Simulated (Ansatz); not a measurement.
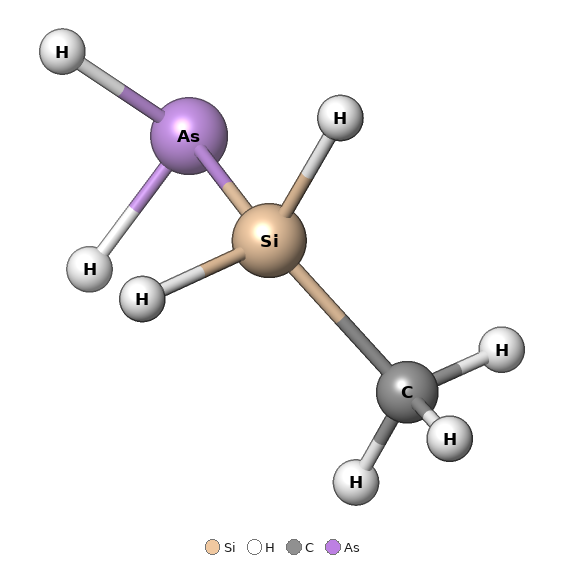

Computed geometry: PBE0-D4/def2-TZVP optimisation. Properties computed with RKS BHLYP-D4/def2-TZVPP (Ansatz 0.2.0).

What does the calculation give?

The species is CH₇AsSi.
- dispersion correction: −25.8 kJ/mol
